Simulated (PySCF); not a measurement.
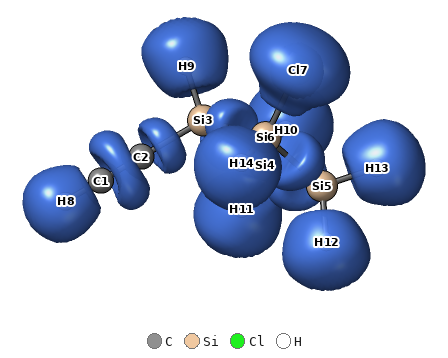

Figure 1: C2H7ClSi4 (charge +1, doublet). Isosurface of the electron localisation function at 0.75 (blue), seen from one side. Only the valence region is drawn (cores and ρ < 0.01 e/Å³ removed).

Geometry: GFN2-xTB.

Computed with UKS B3LYP, pcH-1 on C Cl H Si, non-relativistic, mean-field spin-orbit, GIAO (PySCF).

```json
{"atom": "C", "x (Å)": "2.5702", "y (Å)": "0.3305", "z (Å)": "-2.3747"}
{"atom": "C", "x (Å)": "2.0447", "y (Å)": "0.1772", "z (Å)": "-1.2999"}
{"atom": "Si", "x (Å)": "1.2395", "y (Å)": "-0.0792", "z (Å)": "0.3331"}
{"atom": "Si", "x (Å)": "-0.4888", "y (Å)": "-1.8242", "z (Å)": "0.3312"}
{"atom": "Si", "x (Å)": "-2.2210", "y (Å)": "-0.1466", "z (Å)": "0.5152"}
{"atom": "Si", "x (Å)": "-0.5550", "y (Å)": "1.6338", "z (Å)": "0.6800"}
{"atom": "Cl", "x (Å)": "-0.4317", "y (Å)": "2.4684", "z (Å)": "2.4987"}
{"atom": "H", "x (Å)": "3.0367", "y (Å)": "0.4677", "z (Å)": "-3.3097"}
{"atom": "H", "x (Å)": "2.3612", "y (Å)": "-0.0885", "z (Å)": "1.2778"}
{"atom": "H", "x (Å)": "-0.3290", "y (Å)": "-2.7589", "z (Å)": "1.4505"}
{"atom": "H", "x (Å)": "-0.4714", "y (Å)": "-2.6821", "z (Å)": "-0.8557"}
{"atom": "H", "x (Å)": "-3.1022", "y (Å)": "0.0268", "z (Å)": "-0.6420"}
{"atom": "H", "x (Å)": "-3.1346", "y (Å)": "-0.2593", "z (Å)": "1.6551"}
{"atom": "H", "x (Å)": "-0.5193", "y (Å)": "2.7340", "z (Å)": "-0.2818"}
```

Where are the electrons localised?

The surface consists of one region between bonded C–C atoms (shared pairs), one region between bonded C–Si atoms (shared pairs), four regions between bonded Si–Si atoms (shared pairs), seven regions around hydrogen nuclei and one region on Cl in which the atom's valence shell and bonds are merged. Along the contacts the grid gives the following. C–C (1.21 Å): the ELF peaks at about 0.90 between the atoms: a multiple bond. C–Si (1.84 Å): the ELF peaks at about 0.95 between the atoms; localised, covalent bonding.
